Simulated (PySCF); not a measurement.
The calculation's input:

```
mol = gto.M(atom='''
Lu     0.00000    -0.00000    -0.18440
H      1.46075    -0.00000     0.94537
H     -1.46075     0.00000     0.94537''',
    basis={'Lu': 'def2-SVP', 'H': 'def2-SVP'},
    ecp={'Lu': 'def2-SVP'},
    charge=1, spin=0)
mf = dft.RKS(mol, xc='PBE0')
mf.grids.atom_grid = (75, 302)  # f atoms: at least (60, 302), unpruned
mf = mf.density_fit()  # Lu def2-universal-JKFIT, H def2-universal-JKFIT
mf.conv_tol = 1e-09; mf.max_cycle = 55
mf.kernel(dm0)
```

Launched as:

```sh
OMP_NUM_THREADS=2 python run.py
```

The calculation used PySCF, RKS PBE0, Lu def2-SVP with ECP28, H def2-SVP; non-relativistic Hamiltonian with scalar-relativistic core potentials where named; density fitting.

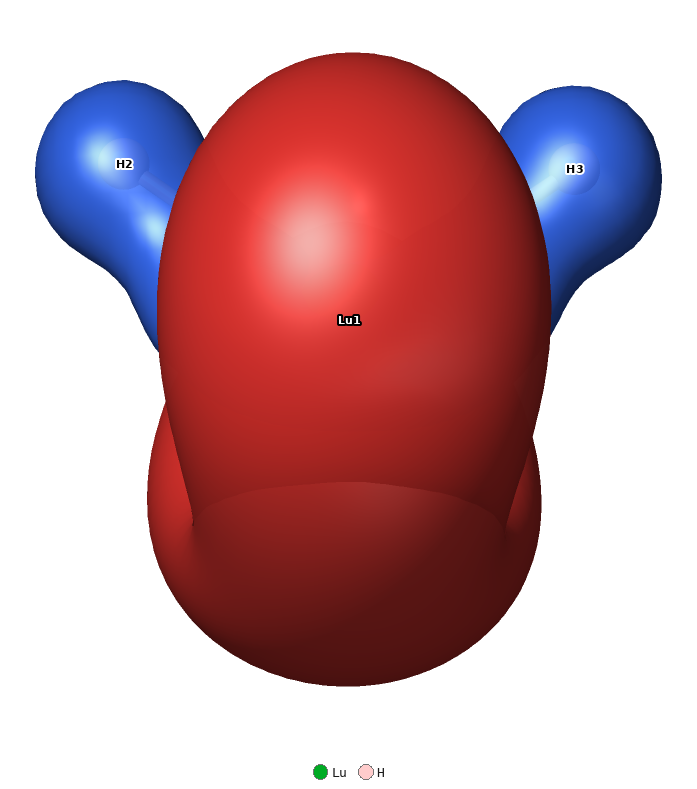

H2Lu (charge +1). The LUMO at ±0.1 Å⁻³ᐟ² (red and blue are the two phases), seen at a tilt.

**Describe this orbital and give its energy.**

It lies mainly on Lu1 (about 95 %). Its energy is −8.15 eV.
